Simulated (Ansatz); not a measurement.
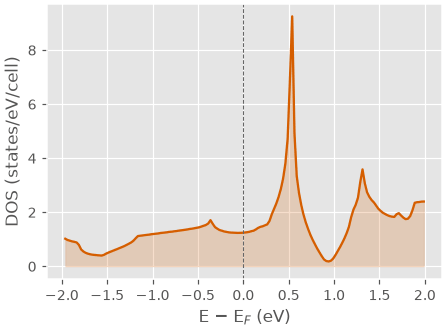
Figure. Density of states of ScCu (Pm-3m) near the Fermi level, PBEsol, rigid bands in Ansatz (a quantum-chemistry and plane-wave program).

Problem. With 2 atoms a cell, what bare Sommerfeld coefficient γ = (π²/3) k_B² N(E_F) follows?

Solution. N(E_F) ≈ 1.25 states/eV a cell at 300 K, so γ ≈ 1.48 mJ/(mol of atoms·K²), before many-body enhancement (phonons, spin fluctuations, correlation).

Problem. How far does the Fermi level move in a rigid band for 0.1 electron a cell added or removed?

Solution. 78 meV and -80 meV.

A metal at this level (no band gap); rigid bands, thermally averaged at 300 K, both spins. Spin-orbit coupling is left out. Geometry: cell and atoms relaxed with PBEsol.

Formula and space group known from diffraction (Crystallography Open Database), not checked to be the room-temperature form: ScCu (Pm-3m).
